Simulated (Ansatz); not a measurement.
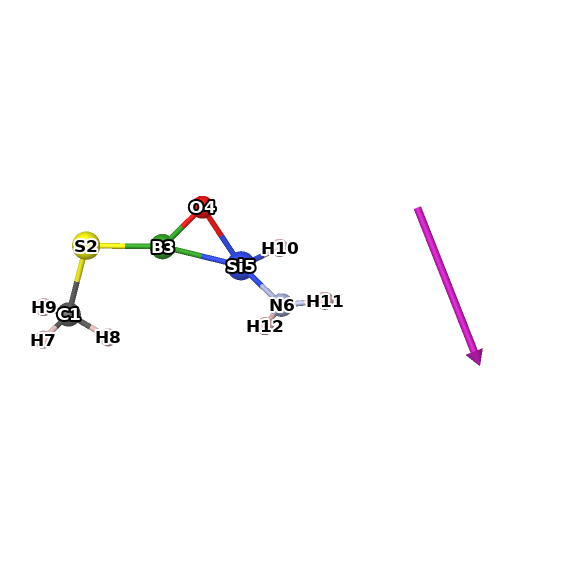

The arrow beside the molecule shows the direction of the dipole moment, from the negative to the positive end (its length means nothing). Computed geometry: PBE0-D4/def2-TZVP optimisation. No frequency run is at hand to confirm it as a minimum. Level of theory: RKS PBE0-D4/def2-TZVP (Ansatz 0.2.0).

How large is the dipole moment?

Answer. 3.07 D; it points from the side of S2 to the side of H11, H12 (the outermost atoms at the two ends).
